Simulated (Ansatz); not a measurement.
**CHClSi (SMILES C#[Si]Cl): density, localisation and related maps**

```yaml
atoms:
  - { symbol: C, position_ang: [-0.1315, -0.4524, -1.5348] }
  - { symbol: Cl, position_ang: [-0.6916, 1.8417, 0.9137] }
  - { symbol: Si, position_ang: [0.3762, 0.4611, -0.2156] }
  - { symbol: H, position_ang: [0.2751, -1.2019, -2.2306] }
```

Geometry: BLYP-D3(BJ)/def2-SVP.

Level of theory: isolated molecule in a Gaussian basis; Kohn-Sham density functional theory, functional PBE0 in Ansatz.

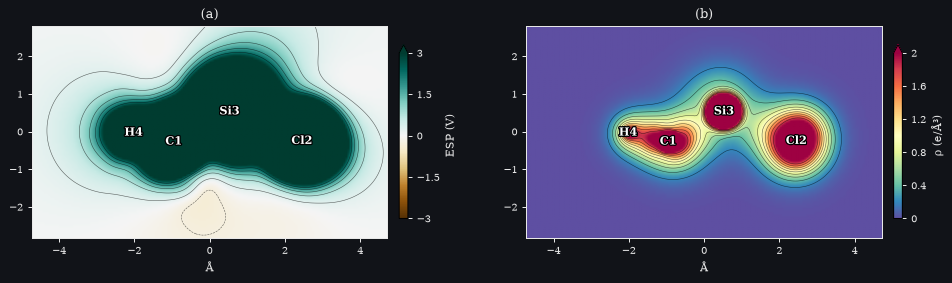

Figure 1. (a) electrostatic potential; (b) electron density on the molecular plane.

> Interpret the plot.

Atoms in the plane: C, Cl, Si and H.
C–Si (1.68 Å): the density is about 1.1 e/Å³ at the midpoint.
Si–Cl (2.08 Å): ρ at the midpoint is about 0.85 e/Å³.
C–H (1.10 Å): ρ at the midpoint is about 2 e/Å³.
Outside the dense part of the molecule the potential is most negative (−0.4 V) near C1.

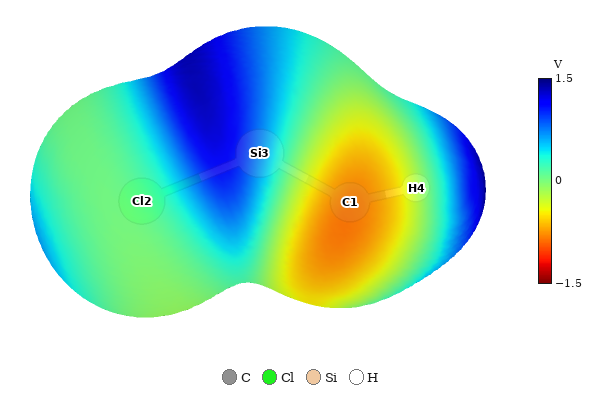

Figure 2. The electrostatic potential painted on the density surface at 0.002 e/bohr³, seen at a tilt; red is negative and blue positive.

> Which sites attract a positive test charge, and which a negative one?

A positive charge is drawn to the negative regions and a negative charge to the positive ones. The most negative region (about −0.8 V) lies over C1 and Si3, the most positive (about +1.4 V) over H4. Cl2 shows a σ-hole: about +0.7 V at the tip opposite its bond, against about 0.0 V on its flanks.

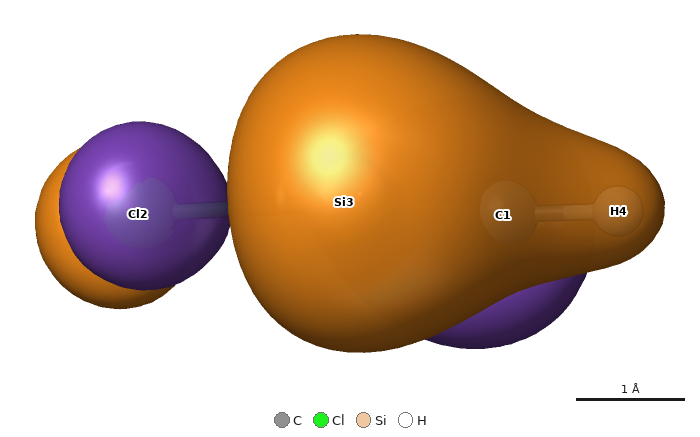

Figure 3. The HOMO−1 at ±0.1 Å⁻³ᐟ² (orange and purple are the two phases), seen from one side.

> Where does this orbital lie, and at what energy?

By Hirshfeld shares it lies mainly on Si3 (about 45 %), C1 (about 40 %) and Cl2 (about 10 %); it is symmetric in the molecular plane (an in-plane orbital: σ, lone-pair or in-plane π type). Its energy is −7.70 eV.
